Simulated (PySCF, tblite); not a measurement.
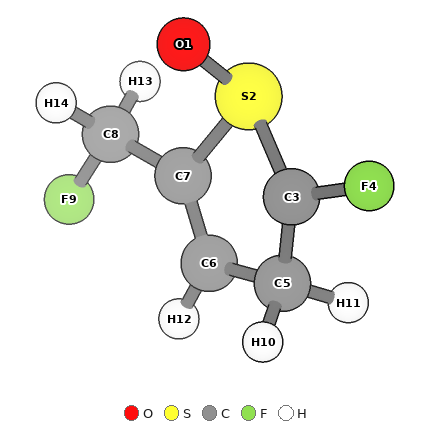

First-order isotropic EPR spectrum (fast tumbling, first derivative) of C₅H₅F₂OS, SMILES O=[S@]1[C](F)CC=C1CF, doublet at 9.30 GHz, Lorentzian lines of 0.10 mT full width at half height, from computed g and hyperfine couplings (B3LYP/pcH-1 in PySCF 2.14.0, at a GFN2-xTB geometry (a minimum by its frequencies), gas phase); values of one conformer, averaged over methyl-type rotors alone; other conformers aren't averaged in; no vibrational averaging; dilute isotopes left out. The SMILES is one Lewis form and needn't show where the spin sits.

Q: Give g and the hyperfine couplings.

A: g_iso = 2.0033, which centres the spectrum at 331.7 mT; it spans 12.5 mT.

```
nuclei  isotope  a (mT)  a (MHz)
    F4      ¹⁹F    6.64    186.1
   H10       ¹H    2.95     82.6
   H11       ¹H    2.83     79.3
   H12       ¹H    0.10      2.8
```

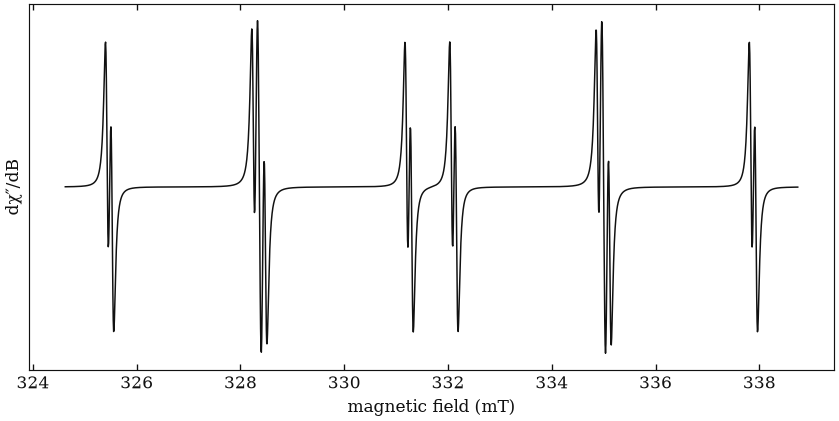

Note: the tight-binding geometry is rougher than a DFT one and adds to the error.
